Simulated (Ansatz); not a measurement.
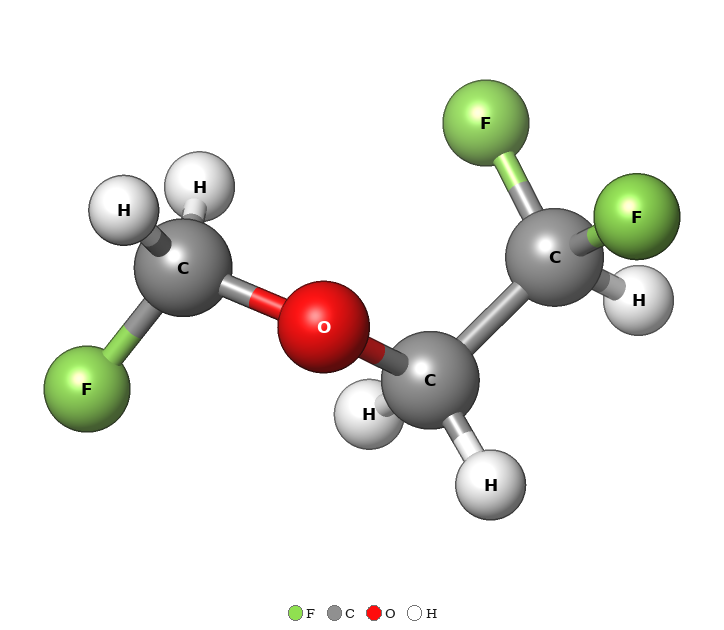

The geometry was computed by an optimisation with PBE0-D4/def2-TZVP. Program: Ansatz 0.2.0.

Compare dipole (D), HOMO energy (eV), vertical IP (eV) at these levels: B3LYP-D4/def2-TZVPP; PBE-D4/def2-TZVPP; r2SCAN-D4/def2-TZVPP; ωB97M-V/def2-TZVPP.

| level | dipole (D) | HOMO energy (eV) | vertical IP (eV) |
| --- | --- | --- | --- |
| B3LYP-D4/def2-TZVPP | 1.65 | −8.45 | 10.94 |
| PBE-D4/def2-TZVPP | 1.53 | −7.01 | 10.32 |
| r2SCAN-D4/def2-TZVPP | 1.58 | −7.36 | 10.55 |
| ωB97M-V/def2-TZVPP | 1.65 | −11.08 | 11.12 |
